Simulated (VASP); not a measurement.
# Nickel under strain, part 2 of 4

How does the pressure of Nickel answer to a change of volume? The bands are shown for each cell. All runs use PBE. Left out of this account: 1 further run (fields: a reference on another mesh). The start is a cell from a database of measured crystal structures.

VASP 6.6.1; PBE, spin-polarised from a ferromagnetic start (one magnetic atom a cell); plane waves and PAW (Ni).

Still holding for the runs below: The cell holds one magnetic atom, so no antiferromagnetic order fits into it.

So far, pressure (GPa): step 2 (bands, cell as listed) -1.50.

### 3. Bands, volume times 1.04

The cell is expanded evenly, with fractional positions held.

The input, INCAR:

```
SYSTEM = Ni
PREC = Accurate
ENCUT = 400
EDIFF = 1E-06
NELM = 100
ISMEAR = -1
SIGMA = 0.05
LREAL = .FALSE.
ALGO = Normal
GGA = PE
NBANDS = 17
ISPIN = 2
MAGMOM = 1
LASPH = .TRUE.
LMAXMIX = 4
LORBIT = 11
LWAVE = .FALSE.
LCHARG = .FALSE.
KPAR = 2
```

The input, POSCAR:

```
Ni
1.0
    0.0000000000      1.7851210142      1.7851210142
    1.7851210142      0.0000000000      1.7851210142
    1.7851210142      1.7851210142      0.0000000000
Ni
1
Direct
    0.0000000000      0.0000000000      0.0000000000
```

The input, KPOINTS:

```
Automatic mesh
0
Gamma
19 19 19
0 0 0
```

The input, KPOINTS_OPT:

```
Line mode
16
Line-mode
Reciprocal
  0.00000000   0.00000000   0.00000000 GAMMA
  0.50000000   0.00000000   0.50000000 X

  0.50000000   0.00000000   0.50000000 X
  0.50000000   0.25000000   0.75000000 W

  0.50000000   0.25000000   0.75000000 W
  0.37500000   0.37500000   0.75000000 K

  0.37500000   0.37500000   0.75000000 K
  0.00000000   0.00000000   0.00000000 GAMMA

  0.00000000   0.00000000   0.00000000 GAMMA
  0.50000000   0.50000000   0.50000000 L

  0.50000000   0.50000000   0.50000000 L
  0.62500000   0.25000000   0.62500000 U

  0.62500000   0.25000000   0.62500000 U
  0.50000000   0.25000000   0.75000000 W

  0.50000000   0.25000000   0.75000000 W
  0.50000000   0.50000000   0.50000000 L

  0.50000000   0.50000000   0.50000000 L
  0.37500000   0.37500000   0.75000000 K

  0.62500000   0.25000000   0.62500000 U
  0.50000000   0.00000000   0.50000000 X
```

Potentials, in the order of the species: Ni (PBE family, release 64).

On the command line:

```console
mpirun -np 2 vasp_std
```

What it wrote:

```text
[... set-up lines as in an earlier step ...]
 entering main loop
       N       E                     dE             d eps       ncg     rms          rms(c)
DAV:   1     0.301052806709E+02    0.30105E+02   -0.33231E+03 16352   0.612E+02
DAV:   2    -0.520957663949E+01   -0.35315E+02   -0.32624E+02 16683   0.130E+02
DAV:   3    -0.648245050176E+01   -0.12729E+01   -0.12621E+01 18687   0.255E+01
DAV:   4    -0.648794864211E+01   -0.54981E-02   -0.54968E-02 18145   0.155E+00
DAV:   5    -0.648798330343E+01   -0.34661E-04   -0.34658E-04 19234   0.115E-01    0.955E+00
DAV:   6    -0.586513544221E+01    0.62285E+00   -0.14032E+01 22244   0.363E+01    0.644E+00
DAV:   7    -0.548095277985E+01    0.38418E+00   -0.26298E+00 20803   0.141E+01    0.180E+00
DAV:   8    -0.546911409852E+01    0.11839E-01   -0.20975E-02 19043   0.791E-01    0.931E-01
DAV:   9    -0.546622100925E+01    0.28931E-02   -0.25907E-03 23956   0.286E-01    0.255E-01
DAV:  10    -0.546567474901E+01    0.54626E-03   -0.69740E-04 24670   0.142E-01    0.412E-02
DAV:  11    -0.546566084681E+01    0.13902E-04   -0.61776E-05 21895   0.542E-02    0.280E-02
DAV:  12    -0.546566140603E+01   -0.55922E-06   -0.16242E-06 15132   0.889E-03
   1 F= -.54656614E+01 E0= -.54580716E+01  d E =-.151797E-01  mag=     0.6539
 Start KPOINTS_OPT (optional k-point list driver)
k-point batch [1-160\160]
       N       E                     dE             ncg
DAV:   1     0.173783626064E+05   -0.51525E+05    11768
DAV:   2     0.113202147306E+05   -0.60581E+04    12039
DAV:   3     0.110981183012E+05   -0.22210E+03    13793
DAV:   4     0.110972871239E+05   -0.83118E+00    13692
DAV:   5     0.110972834377E+05   -0.36861E-02    13788
DAV:   6     0.110972834118E+05   -0.25916E-04    12620
DAV:   7     0.110972834113E+05   -0.47616E-06    11157
```

Wall time 14 s (2 MPI ranks of AMD EPYC 9R45, shared host); peak memory 0.3 GiB.

OUTCAR, selected parts (step 3):

```text
  LATTYP: Found a face centered cubic cell.
 ALAT       =     3.5702420284

The static configuration has the point symmetry O_h .

 Found    220 irreducible k-points:

   ENCUT  =  400.0 eV  29.40 Ry    5.42 a.u.   4.12  4.12  4.12*2*pi/ulx,y,z

   NELECT =      10.0000    total number of electrons

 E-fermi :   8.7680

 spin component 1
 k-point     1 :       0.0000    0.0000    0.0000
  band No.  band energies     occupation
    ...
      2       6.4194      1.00000
      3       6.4194      1.00000
      4       6.4194      1.00000
      5       7.5281      1.00000
      6       7.5281      1.00000
      7      32.1085      0.00000
      8      35.6149      0.00000
      9      35.6149      0.00000
     10      35.6149      0.00000
     11      38.4244      0.00000
    ...

 k-point     2 :       0.0526    0.0000    0.0000
  band No.  band energies     occupation
    ...
      2       6.3935      1.00000
      3       6.4422      1.00000
      4       6.4422      1.00000
      5       7.5185      1.00000
      6       7.5185      1.00000
      7      31.7388      0.00000
      8      34.2042      0.00000
      9      35.3345      0.00000
     10      35.3345      0.00000
     11      38.8341      0.00000
    ...

 k-point     3 :       0.1053    0.0000    0.0000
  band No.  band energies     occupation
    ...
      2       6.3223      1.00000
      3       6.5030      1.00000
      4       6.5030      1.00000
      5       7.4963      1.00000
      6       7.4963      1.00000
      7      29.9682      0.00000
      8      33.1679      0.00000
      9      34.7732      0.00000
     10      34.7732      0.00000
     11      39.7134      0.00000
    ...

 k-point     4 :       0.1579    0.0000    0.0000
  band No.  band energies     occupation
    ...
      2       6.2269      1.00000
      3       6.5786      1.00000
      4       6.5787      1.00000
      5       7.4844      1.00000
      6       7.4844      1.00000
      7      27.3635      0.00000
      8      32.8207      0.00000
      9      34.2057      0.00000
     10      34.2057      0.00000
     11      39.6747      0.00000
    ...

  Total       -0.5821073     -0.5821073     -0.5821073      0.0000000     -0.0000000      0.0000000
  in kB      -81.9748561    -81.9748561    -81.9748561      0.0000000     -0.0000000      0.0000000
  external PRESSURE =     -81.9748561 kB  Pullay stress =       0.0000000 kB

  energy-cutoff  :      400.00
  volume of cell :       11.38
      direct lattice vectors                 reciprocal lattice vectors
     0.000000000  1.785121014  1.785121014    -0.280093056  0.280093056  0.280093056
     1.785121014  0.000000000  1.785121014     0.280093056 -0.280093056  0.280093056
     1.785121014  1.785121014  0.000000000     0.280093056  0.280093056 -0.280093056

 POSITION                                       TOTAL-FORCE (eV/Angst)
 -----------------------------------------------------------------------------------
      0.00000      0.00000      0.00000         0.000000     -0.000000      0.000000
 -----------------------------------------------------------------------------------
    total drift:                               -0.000000     -0.000000     -0.000000

  FREE ENERGIE OF THE ION-ELECTRON SYSTEM (eV)
  ---------------------------------------------------
  free  energy   TOTEN  =        -5.4656614060 eV

  energy  without entropy=       -5.4504817397  energy(sigma->0) =       -5.45807157

 total charge
# of ion       s       p       d       tot
------------------------------------------
    1        0.480   0.460   8.291   9.231

 magnetization (x)
# of ion       s       p       d       tot
------------------------------------------
    1       -0.006  -0.025   0.701   0.670

[... 5 parts as in an earlier step ...]

[... 9 further parts left out ...]
```

Numbers from this step:

| Quantity | Value |
| --- | --- |
| free energy (TOTEN) | -5.466 eV |
| energy at zero smearing | -5.458 eV |
| Fermi energy | 8.768 eV |
| pressure | -8.197 GPa |
| moment of the cell, from the last line of the log | 0.6539 μB |

Spin up. Electronic bands along the path, in eV, zero at the Fermi level; # counts the bands kept:

| point | #2 | #3 | #4 | #5 | #6 | #7 |
| --- | --- | --- | --- | --- | --- | --- |
| Γ | -2.35 | -2.35 | -2.35 | -1.24 | -1.24 | 23.34 |
| X | -3.99 | -0.58 | -0.52 | -0.52 | 2.42 | 8.81 |
| W | -2.94 | -2.94 | -1.30 | -0.52 | 7.47 | 7.47 |
| K | -3.54 | -2.04 | -1.09 | -0.76 | 5.52 | 7.03 |
| Γ | -2.35 | -2.35 | -2.35 | -1.24 | -1.24 | 23.34 |
| L | -2.32 | -2.32 | -0.64 | -0.64 | -0.22 | 5.33 |
| U | -3.54 | -2.04 | -1.09 | -0.76 | 5.52 | 7.03 |
| W | -2.94 | -2.94 | -1.30 | -0.52 | 7.47 | 7.47 |
| L | -2.32 | -2.32 | -0.64 | -0.64 | -0.22 | 5.33 |
| K | -3.54 | -2.04 | -1.09 | -0.76 | 5.52 | 7.03 |
| jump to U | -3.54 | -2.04 | -1.09 | -0.76 | 5.52 | 7.03 |
| X | -3.99 | -0.58 | -0.52 | -0.52 | 2.42 | 8.81 |

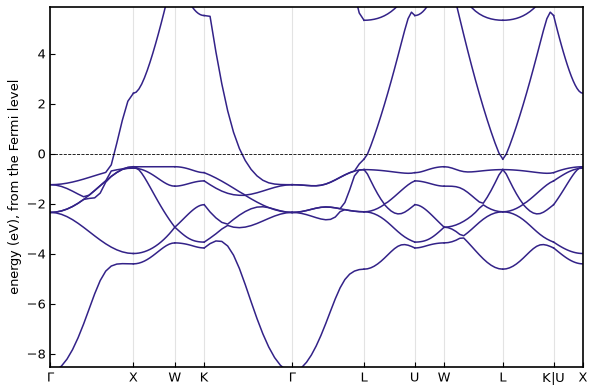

Electronic bands along the path.

Spin down. Electronic bands along the path, in eV, zero at the Fermi level; # counts the bands kept:

| point | #1 | #2 | #3 | #4 | #5 | #6 | #7 |
| --- | --- | --- | --- | --- | --- | --- | --- |
| Γ | -8.75 | -1.56 | -1.56 | -1.56 | -0.63 | -0.63 | 23.16 |
| X | -4.04 | -3.34 | 0.06 | 0.37 | 0.37 | 2.37 | 9.06 |
| W | -3.16 | -2.30 | -2.30 | -0.71 | 0.37 | 7.65 | 7.65 |
| K | -3.32 | -2.97 | -1.39 | -0.48 | 0.12 | 5.72 | 7.21 |
| Γ | -8.75 | -1.56 | -1.56 | -1.56 | -0.63 | -0.63 | 23.16 |
| L | -4.17 | -1.68 | -1.68 | -0.29 | 0.15 | 0.15 | 5.77 |
| U | -3.32 | -2.97 | -1.39 | -0.48 | 0.12 | 5.72 | 7.21 |
| W | -3.16 | -2.30 | -2.30 | -0.71 | 0.37 | 7.65 | 7.65 |
| L | -4.17 | -1.68 | -1.68 | -0.29 | 0.15 | 0.15 | 5.77 |
| K | -3.32 | -2.97 | -1.39 | -0.48 | 0.12 | 5.72 | 7.21 |
| jump to U | -3.32 | -2.97 | -1.39 | -0.48 | 0.12 | 5.72 | 7.21 |
| X | -4.04 | -3.34 | 0.06 | 0.37 | 0.37 | 2.37 | 9.06 |

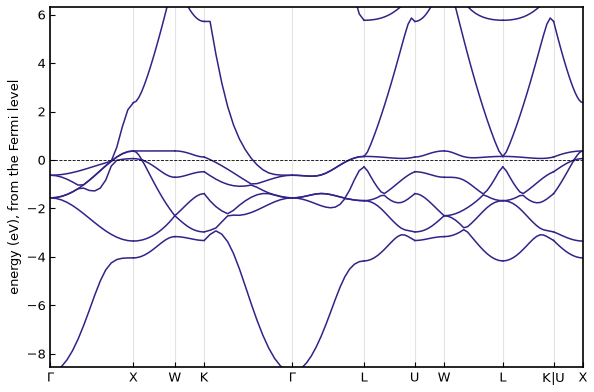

Electronic bands along the path.

 The pressure is -8.20 GPa.

For the pressure, step 2 gave -1.50 GPa; this run, with cell volume +4.0 %, gives -8.20 GPa.

### 4. Bands, volume times 1.08

The cell is expanded evenly, with fractional positions held.

INCAR is that of step 3.

The input, POSCAR:

```
Ni
1.0
    0.0000000000      1.8077198818      1.8077198818
    1.8077198818      0.0000000000      1.8077198818
    1.8077198818      1.8077198818      0.0000000000
Ni
1
Direct
    0.0000000000      0.0000000000      0.0000000000
```

KPOINTS is that of step 3.

KPOINTS_OPT is that of step 3.

On the command line:

```console
mpirun -np 2 vasp_std
```

What it wrote:

```text
[... set-up lines as in an earlier step ...]
 entering main loop
       N       E                     dE             d eps       ncg     rms          rms(c)
DAV:   1     0.301508584710E+02    0.30151E+02   -0.33482E+03 16239   0.606E+02
DAV:   2    -0.512940988920E+01   -0.35280E+02   -0.32580E+02 17138   0.130E+02
DAV:   3    -0.644782181600E+01   -0.13184E+01   -0.13046E+01 18206   0.257E+01
DAV:   4    -0.645393511303E+01   -0.61133E-02   -0.61118E-02 18469   0.162E+00
DAV:   5    -0.645398172287E+01   -0.46610E-04   -0.46606E-04 18639   0.130E-01    0.930E+00
DAV:   6    -0.588193199714E+01    0.57205E+00   -0.14772E+01 22376   0.368E+01    0.682E+00
DAV:   7    -0.545125044675E+01    0.43068E+00   -0.29401E+00 21008   0.146E+01    0.171E+00
DAV:   8    -0.544102179543E+01    0.10229E-01   -0.21520E-02 18547   0.777E-01    0.897E-01
DAV:   9    -0.543804199193E+01    0.29798E-02   -0.28424E-03 23539   0.303E-01    0.250E-01
DAV:  10    -0.543749188801E+01    0.55010E-03   -0.75079E-04 25013   0.149E-01    0.400E-02
DAV:  11    -0.543747507972E+01    0.16808E-04   -0.62995E-05 22126   0.515E-02    0.305E-02
DAV:  12    -0.543747574421E+01   -0.66449E-06   -0.16151E-06 14912   0.845E-03
   1 F= -.54374757E+01 E0= -.54297356E+01  d E =-.154802E-01  mag=     0.6665
 Start KPOINTS_OPT (optional k-point list driver)
k-point batch [1-160\160]
       N       E                     dE             ncg
DAV:   1     0.171954524413E+05   -0.50506E+05    11643
DAV:   2     0.111016749751E+05   -0.60938E+04    11970
DAV:   3     0.108688469556E+05   -0.23283E+03    13909
DAV:   4     0.108679349633E+05   -0.91199E+00    13611
DAV:   5     0.108679308099E+05   -0.41534E-02    13996
DAV:   6     0.108679307770E+05   -0.32863E-04    13288
DAV:   7     0.108679307766E+05   -0.40924E-06    11270
```

Wall time 21 s (2 MPI ranks); peak memory 0.31 GiB.

From OUTCAR (step 4):

```text
  LATTYP: Found a face centered cubic cell.
 ALAT       =     3.6154397636

The static configuration has the point symmetry O_h .

 Found    220 irreducible k-points:

   dimension x,y,z NGX =    18 NGY =   18 NGZ =   18
   dimension x,y,z NGXF=    36 NGYF=   36 NGZF=   36

   ENCUT  =  400.0 eV  29.40 Ry    5.42 a.u.   4.17  4.17  4.17*2*pi/ulx,y,z

   NELECT =      10.0000    total number of electrons

 E-fermi :   8.2710

 spin component 1
 k-point     1 :       0.0000    0.0000    0.0000
  band No.  band energies     occupation
    ...
      2       5.9989      1.00000
      3       5.9989      1.00000
      4       5.9989      1.00000
      5       7.0540      1.00000
      6       7.0540      1.00000
      7      31.2880      0.00000
      8      34.5033      0.00000
      9      34.5033      0.00000
     10      34.5033      0.00000
     11      37.2230      0.00000
    ...

 k-point     2 :       0.0526    0.0000    0.0000
  band No.  band energies     occupation
    ...
      2       5.9743      1.00000
      3       6.0200      1.00000
      4       6.0200      1.00000
      5       7.0446      1.00000
      6       7.0446      1.00000
      7      30.8857      0.00000
      8      33.1394      0.00000
      9      34.2166      0.00000
     10      34.2166      0.00000
     11      37.6365      0.00000
    ...

 k-point     3 :       0.1053    0.0000    0.0000
  band No.  band energies     occupation
    ...
      2       5.9077      1.00000
      3       6.0777      1.00000
      4       6.0777      1.00000
      5       7.0241      1.00000
      6       7.0241      1.00000
      7      29.0262      0.00000
      8      32.2311      0.00000
      9      33.6491      0.00000
     10      33.6491      0.00000
     11      38.5373      0.00000
    ...

 k-point     4 :       0.1579    0.0000    0.0000
  band No.  band energies     occupation
    ...
      2       5.8187      1.00000
      3       6.1492      1.00000
      4       6.1492      1.00000
      5       7.0126      1.00000
      6       7.0126      1.00000
      7      26.4269      0.00000
      8      31.9240      0.00000
      9      33.0775      0.00000
     10      33.0775      0.00000
     11      38.5517      0.00000
    ...

  Total       -0.9925635     -0.9925635     -0.9925635      0.0000000      0.0000000      0.0000000
  in kB     -134.6001322   -134.6001322   -134.6001322      0.0000000      0.0000000      0.0000000
  external PRESSURE =    -134.6001322 kB  Pullay stress =       0.0000000 kB

  energy-cutoff  :      400.00
  volume of cell :       11.81
      direct lattice vectors                 reciprocal lattice vectors
     0.000000000  1.807719882  1.807719882    -0.276591526  0.276591526  0.276591526
     1.807719882  0.000000000  1.807719882     0.276591526 -0.276591526  0.276591526
     1.807719882  1.807719882  0.000000000     0.276591526  0.276591526 -0.276591526

 POSITION                                       TOTAL-FORCE (eV/Angst)
 -----------------------------------------------------------------------------------
      0.00000      0.00000      0.00000         0.000000      0.000000     -0.000000
 -----------------------------------------------------------------------------------
    total drift:                                0.000000     -0.000000      0.000000

  FREE ENERGIE OF THE ION-ELECTRON SYSTEM (eV)
  ---------------------------------------------------
  free  energy   TOTEN  =        -5.4374757442 eV

  energy  without entropy=       -5.4219954979  energy(sigma->0) =       -5.42973562

 total charge
# of ion       s       p       d       tot
------------------------------------------
    1        0.465   0.430   8.277   9.172

 magnetization (x)
# of ion       s       p       d       tot
------------------------------------------
    1       -0.006  -0.025   0.717   0.686

[... 4 parts as in an earlier step ...]

[... 9 further parts left out ...]
```

Numbers from this step:

- free energy (TOTEN): -5.437 eV
- energy at zero smearing: -5.430 eV
- Fermi energy: 8.271 eV
- pressure: -13.46 GPa
- moment of the cell, from the last line of the log: 0.6665 μB

Spin moment in the PAW sphere by atom:

| atom | spin moment in the PAW sphere (μB) |
| --- | --- |
| Ni1 | 0.686 |

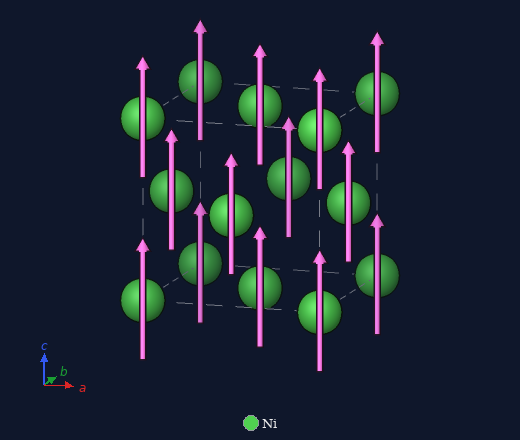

Spin moment in the PAW sphere as arrows, the longest 0.686 μB. Up and down stand for the sign. Arrows give size and sign along the axis of quantisation, drawn up and down the page. Some periodic images of atoms are drawn too.

Spin up. The electronic bands at the labelled points (eV, zero at the Fermi level; # counts the bands kept):

| point | #2 | #3 | #4 | #5 | #6 | #7 |
| --- | --- | --- | --- | --- | --- | --- |
| Γ | -2.27 | -2.27 | -2.27 | -1.22 | -1.22 | 23.02 |
| X | -3.82 | -0.59 | -0.55 | -0.55 | 2.40 | 8.49 |
| W | -2.82 | -2.82 | -1.27 | -0.55 | 7.27 | 7.27 |
| K | -3.38 | -1.97 | -1.07 | -0.77 | 5.37 | 6.83 |
| Γ | -2.27 | -2.27 | -2.27 | -1.22 | -1.22 | 23.02 |
| L | -2.24 | -2.24 | -0.65 | -0.65 | -0.15 | 5.08 |
| U | -3.38 | -1.97 | -1.07 | -0.77 | 5.37 | 6.83 |
| W | -2.82 | -2.82 | -1.27 | -0.55 | 7.27 | 7.27 |
| L | -2.24 | -2.24 | -0.65 | -0.65 | -0.15 | 5.08 |
| K | -3.38 | -1.97 | -1.07 | -0.77 | 5.37 | 6.83 |
| jump to U | -3.38 | -1.97 | -1.07 | -0.77 | 5.37 | 6.83 |
| X | -3.82 | -0.59 | -0.55 | -0.55 | 2.40 | 8.49 |

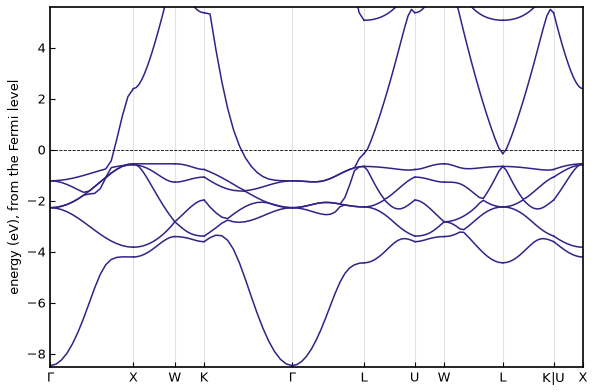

Electronic bands along the path.

Spin down. Electronic bands along the path, in eV, zero at the Fermi level; # counts the bands kept:

| point | #1 | #2 | #3 | #4 | #5 | #6 | #7 |
| --- | --- | --- | --- | --- | --- | --- | --- |
| Γ | -8.50 | -1.47 | -1.47 | -1.47 | -0.60 | -0.60 | 22.83 |
| X | -3.83 | -3.16 | 0.05 | 0.36 | 0.36 | 2.34 | 8.74 |
| W | -2.99 | -2.17 | -2.17 | -0.67 | 0.36 | 7.44 | 7.44 |
| K | -3.14 | -2.81 | -1.31 | -0.46 | 0.12 | 5.56 | 7.01 |
| Γ | -8.50 | -1.47 | -1.47 | -1.47 | -0.60 | -0.60 | 22.83 |
| L | -3.97 | -1.58 | -1.58 | -0.22 | 0.14 | 0.14 | 5.52 |
| U | -3.14 | -2.81 | -1.31 | -0.46 | 0.12 | 5.56 | 7.01 |
| W | -2.99 | -2.17 | -2.17 | -0.67 | 0.36 | 7.44 | 7.44 |
| L | -3.97 | -1.58 | -1.58 | -0.22 | 0.14 | 0.14 | 5.52 |
| K | -3.14 | -2.81 | -1.31 | -0.46 | 0.12 | 5.56 | 7.01 |
| jump to U | -3.14 | -2.81 | -1.31 | -0.46 | 0.12 | 5.56 | 7.01 |
| X | -3.83 | -3.16 | 0.05 | 0.36 | 0.36 | 2.34 | 8.74 |

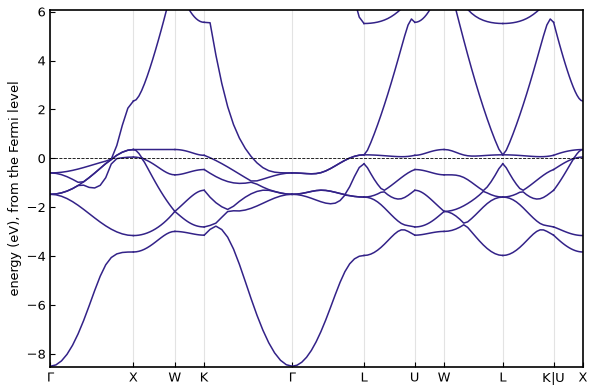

Electronic bands along the path.

 The pressure is -13.46 GPa.

(Part 2 of 4 ends here.)

[Lines on the potential files, build, host, timing and source positions are cut from VASP's logs without a mark.]

[Logs are printed without paths, hosts, clocks, repeated set-up lines and the standing remarks that a program may print on its own settings, such as how far it seeks lower states.]

[Hosts, paths, dates, database ids (printed as entryN), source tags and the programs' standing remarks are cut or masked in the printed files.]

[A measured line is paired with the nearest computed mode of its activity, which favours agreement.]
